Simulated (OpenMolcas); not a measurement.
# Energy and gradient calculation, with input and output: C$_{4}$H$_{8}$ (part 4 of 4)

Continued. System: C$_{4}$H$_{8}$. Method: PBE/6-31G*, RKS (OpenMolcas 26.06). The geometry comes from this level: PBE0-D4/def2-TZVP.

Geometry of the input (Å):
```
C  -0.9156  0.2958  -0.4762
C  -0.3571  0.3460  0.9592
C  1.0136  -0.0705  0.3914
C  0.2848  -0.5897  -0.8632
H  -0.8581  1.2746  -0.9584
H  -1.9195  -0.1055  -0.6238
H  -0.7862  -0.4446  1.5795
H  -0.4231  1.2891  1.5042
H  1.6287  0.8023  0.1600
H  1.6153  -0.7767  0.9660
H  0.0413  -1.6507  -0.7697
H  0.7531  -0.4253  -1.8350
```

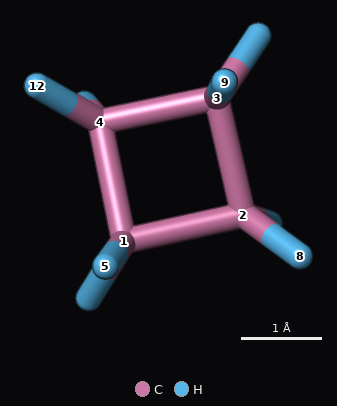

The input geometry (stick view, seen on its broad side; atoms are numbered from 1 in the order of the input).

**Output, continued**
```
  Irreducible representation: a
 ------------------------------------------------------------------------------------------
                              X                       Y                       Z
 ------------------------------------------------------------------------------------------
  C1                1.40372511723097E-03   -2.28838397567710E-04    5.94549410799949E-04
  C2                4.70096640357021E-04   -7.40912850935249E-04   -1.35167619332677E-03
  C3               -1.40997029112100E-03    4.14084981244844E-04   -7.06559721383115E-04
  C4               -4.88162235704470E-04    5.84262822798554E-04    1.36804305941496E-03
  H5               -1.00799228833409E-04   -6.63369401823699E-03    3.37750105776813E-03
  H6                7.36731367293642E-03    2.62326368231958E-03    1.24461219633065E-03
  H7                2.96757730726860E-03    5.16805415809696E-03   -4.42731323673051E-03
  H8                6.24712310636433E-04   -6.63389630452516E-03   -4.18384590904308E-03
  H9               -4.45238999212050E-03   -5.86290005489820E-03    1.45125362380594E-03
  H10              -4.58496518281271E-03    4.85442826286153E-03   -4.10253285053863E-03
  H11               1.55329087343181E-03    7.30566819483069E-03   -3.62165515009477E-04
  H12              -3.35042899128424E-03   -8.49520476001397E-04    7.09813407791371E-03
 ------------------------------------------------------------------------------------------

--- Stop Module: alaska /rc=_RC_ALL_IS_WELL_ ---
--- Module alaska spent 16 seconds ---

.##################.
.# Happy landing! #.
.##################.

    Timing: Wall=36.26 User=32.88 System=3.32
```

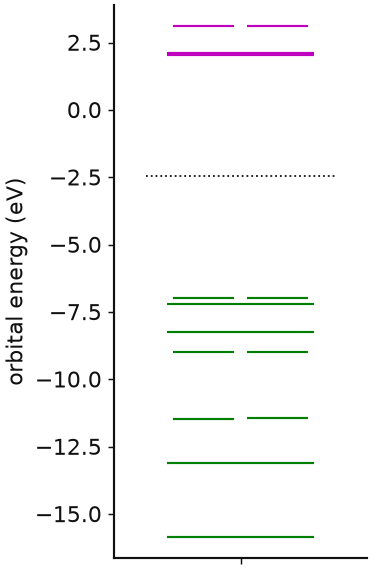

Orbital energies near the frontier; the dotted line parts filled from empty levels, and levels within 0.02 eV of each other stand side by side. Highest filled −6.98 eV, lowest empty 2.03 eV, 9.01 eV apart.

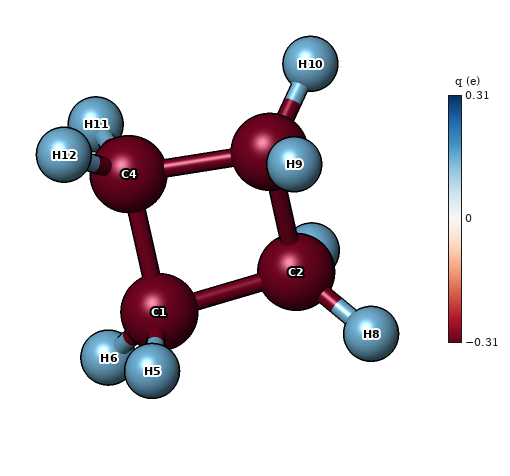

Mulliken charges, as the colour of each atom (ball-and-stick view, seen at a tilt; atoms are numbered from 1 in the order of the input). By element: C −0.30 and H +0.15 e.
